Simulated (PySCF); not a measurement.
## C$_{3}$H$_{7}$FOSi: one change and its effect

System: C$_{3}$H$_{7}$FOSi.
Method of run 1: GIAO PBE0/pcSseg-1 NMR shielding, non-relativistic, gas phase (PySCF 2.14.0).

The geometry comes from this level: PBE0-D3(BJ)/def2-SVP. Text and figures count atoms from 1; the logs count them from 0 in places.

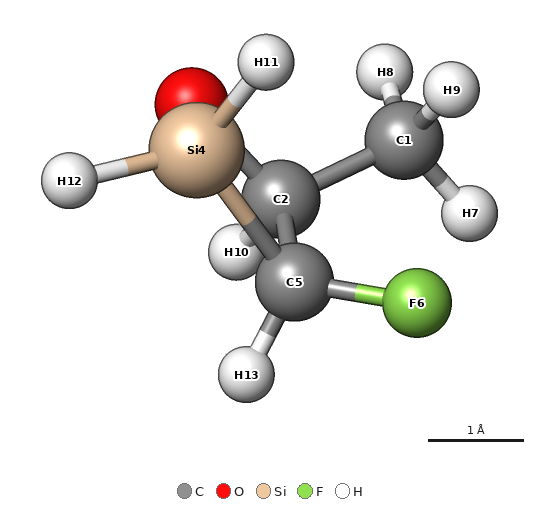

Figure 1. The structure (ball-and-stick view, seen at a tilt; atoms are numbered from 1 in the order of the input). Bond lengths as drawn: C–C 1.51 to 1.56 Å, C–F 1.37 Å, C–H 1.10 Å, C–O 1.44 Å, C–Si 1.90 Å, H–Si 1.49 Å and O–Si 1.69 Å.

Input file, run 1:
```
{"job": {"kind": "nmr", "xc": "PBE0", "basis": "pcSseg-1", "pop": false}, "charge": 0, "multiplicity": 1}
C      1.364407    -0.134416    -0.054260
C      0.239407     0.741737     0.439069
O     -0.325389     0.242546     1.671108
Si    -1.816698    -0.177319     0.992107
C     -1.015206     0.725517    -0.480946
F     -0.844870     0.075872    -1.675574
H      1.801795     0.277665    -0.975595
H      2.146090    -0.194546     0.716265
H      1.008933    -1.152212    -0.270637
H      0.608185     1.767150     0.618665
H     -2.050838    -1.641293     0.825672
H     -2.986128     0.443216     1.679667
H     -1.390288     1.742499    -0.683502
```

The first line tells a small driver script what to run in PySCF; the rest is the geometry in Å.

Launched with:
```bash
OMP_NUM_THREADS=1 python <driver script> task.json out
```

Hardware: 1 CPU thread, shared host.

Output (run 1):
```
coarse grid: 11400 points
cycle   1  E = -582.4407517432  dE =  6.781e-01  |g| = 7.895e-01  |ddm| = 3.150e+00
cycle   2  E = -582.2371648841  dE =  2.036e-01  |g| = 1.315e+00  |ddm| = 1.874e+00
cycle   3  E = -582.5503012160  dE = -3.131e-01  |g| = 1.239e-01  |ddm| = 1.376e+00
cycle   4  E = -582.5527796003  dE = -2.478e-03  |g| = 5.788e-02  |ddm| = 1.430e-01
cycle   5  E = -582.5533433120  dE = -5.637e-04  |g| = 1.115e-02  |ddm| = 4.649e-02
cycle   6  E = -582.5533603599  dE = -1.705e-05  |g| = 4.363e-03  |ddm| = 9.888e-03
cycle   7  E = -582.5533642544  dE = -3.894e-06  |g| = 3.607e-04  |ddm| = 3.359e-03
final grid: 105968 points
cycle   8  E = -582.6062798032  dE = -2.056e-05  |g| = 1.098e-02  |ddm| = 2.135e-02
cycle   9  E = -582.6062461144  dE =  3.369e-05  |g| = 1.753e-02  |ddm| = 1.994e-02
cycle  10  E = -582.6063029159  dE = -5.680e-05  |g| = 1.271e-03  |ddm| = 1.278e-02
cycle  11  E = -582.6063032615  dE = -3.457e-07  |g| = 2.505e-04  |ddm| = 1.302e-03
cycle  12  E = -582.6063032721  dE = -1.061e-08  |g| = 9.689e-05  |ddm| = 2.773e-04
cycle  13  E = -582.6063032735  dE = -1.357e-09  |g| = 2.619e-05  |ddm| = 7.441e-05
cycle  14  E = -582.6063032736  dE = -1.226e-10  |g| = 4.054e-06  |ddm| = 2.618e-05
converged SCF energy = -582.6063032736

GIAO shielding tensors (ppm)
atom      isotropic    diamagn.    paramagn.     s11        s22        s33       span
  0 C      164.052     247.634     -83.581    148.164    165.095    178.898     30.734
  1 C       98.308     250.429    -152.121     66.295     86.531    142.099     75.804
  2 O      275.506     396.511    -121.005    242.344    278.611    305.561     63.217
  3 Si     330.670     878.379    -547.709    277.138    296.177    418.695    141.557
  4 C       92.752     243.652    -150.900     53.883     87.103    137.271     83.388
  5 F      424.342     473.694     -49.351    349.860    425.026    498.141    148.282
  6 H       30.030      29.579       0.451     25.879     27.618     36.593     10.715
  7 H       29.601      28.928       0.673     25.992     27.204     35.607      9.614
  8 H       29.604      30.450      -0.847     26.260     28.812     33.739      7.479
  9 H       26.255      30.766      -4.511     23.781     25.283     29.701      5.920
 10 H       25.496      28.330      -2.834     22.857     23.844     29.787      6.931
 11 H       25.694      27.713      -2.019     23.073     23.635     30.374      7.302
 12 H       25.925      29.022      -3.097     22.319     25.729     29.727      7.407
```

Run 2 used a changed input.

The two runs side by side:

```tsv
quantity	run 1	run 2
outcome	converged	converged
total energy (hartree)	−582.606303	−582.790026
HOMO (eV)	−7.92	−10.64
LUMO (eV)	−0.28	1.97
dipole moment (D)	0.94	1.00
shielding of C1 (ppm)	164.1	168.5
shielding of C2 (ppm)	98.3	106.3
shielding of O3 (ppm)	275.5	290.0
shielding of Si4 (ppm)	330.7	334.2
shielding of C5 (ppm)	92.8	97.6
shielding of F6 (ppm)	424.3	438.9
shielding of H11 (ppm)	25.5	25.8
SCF iterations	14	14
basis functions	144	144
wall time (shared host)	19 s	35 s
```

Which change of the input explains these differences?

The change (lines with − go, lines with + come):
```diff
-"xc": "PBE0"
+"xc": "LC-wPBE"
```

The total energies belong to different methods, so their difference says nothing on which is more stable or more accurate. The HOMO goes from −7.92 to −10.64 eV. The LUMO goes from −0.28 to 1.97 eV. The dipole moment goes from 0.94 to 1.00 D. Of all shieldings, the largest change is that of F6, by +14.6 ppm. The functional changes from PBE0 to LC-wPBE. The number of SCF iterations is the same.

Output (run 2):
```
coarse grid: 11400 points
cycle   1  E = -582.5742730609  dE =  9.066e-01  |g| = 8.810e-01  |ddm| = 3.094e+00
cycle   2  E = -582.5456075127  dE =  2.867e-02  |g| = 1.042e+00  |ddm| = 1.246e+00
cycle   3  E = -582.7194965288  dE = -1.739e-01  |g| = 5.470e-02  |ddm| = 7.021e-01
cycle   4  E = -582.7202137763  dE = -7.172e-04  |g| = 3.022e-02  |ddm| = 7.902e-02
cycle   5  E = -582.7203725255  dE = -1.587e-04  |g| = 1.103e-02  |ddm| = 2.932e-02
cycle   6  E = -582.7203977515  dE = -2.523e-05  |g| = 2.214e-03  |ddm| = 1.119e-02
cycle   7  E = -582.7203989288  dE = -1.177e-06  |g| = 5.644e-04  |ddm| = 3.090e-03
final grid: 105968 points
cycle   8  E = -582.7900118222  dE = -4.685e-05  |g| = 1.032e-02  |ddm| = 2.398e-02
cycle   9  E = -582.7900100780  dE =  1.744e-06  |g| = 1.094e-02  |ddm| = 1.146e-02
cycle  10  E = -582.7900261441  dE = -1.607e-05  |g| = 6.988e-04  |ddm| = 5.330e-03
cycle  11  E = -582.7900262176  dE = -7.348e-08  |g| = 2.016e-04  |ddm| = 6.669e-04
cycle  12  E = -582.7900262280  dE = -1.035e-08  |g| = 9.912e-05  |ddm| = 3.267e-04
cycle  13  E = -582.7900262300  dE = -1.977e-09  |g| = 2.433e-05  |ddm| = 9.556e-05
cycle  14  E = -582.7900262302  dE = -2.394e-10  |g| = 9.070e-06  |ddm| = 5.121e-05
converged SCF energy = -582.7900262302

GIAO shielding tensors (ppm)
atom      isotropic    diamagn.    paramagn.     s11        s22        s33       span
  0 C      168.529     247.407     -78.878    152.872    169.546    183.171     30.299
  1 C      106.253     250.169    -143.917     74.697     94.146    149.915     75.217
  2 O      289.990     397.319    -107.329    255.460    294.880    319.629     64.169
  3 Si     334.230     878.407    -544.177    284.506    297.345    420.839    136.333
  4 C       97.552     244.552    -147.000     57.621     90.410    144.625     87.004
  5 F      438.945     473.812     -34.867    368.278    435.649    512.909    144.631
  6 H       30.131      29.647       0.484     25.851     27.602     36.939     11.088
  7 H       29.645      28.981       0.663     25.813     27.194     35.927     10.115
  8 H       29.660      30.519      -0.859     26.151     28.783     34.047      7.897
  9 H       26.530      30.971      -4.441     23.905     25.470     30.214      6.309
 10 H       25.825      28.476      -2.651     23.209     24.199     30.068      6.859
 11 H       26.019      27.819      -1.801     23.422     23.885     30.749      7.328
 12 H       26.056      29.297      -3.241     22.357     25.974     29.838      7.481
```
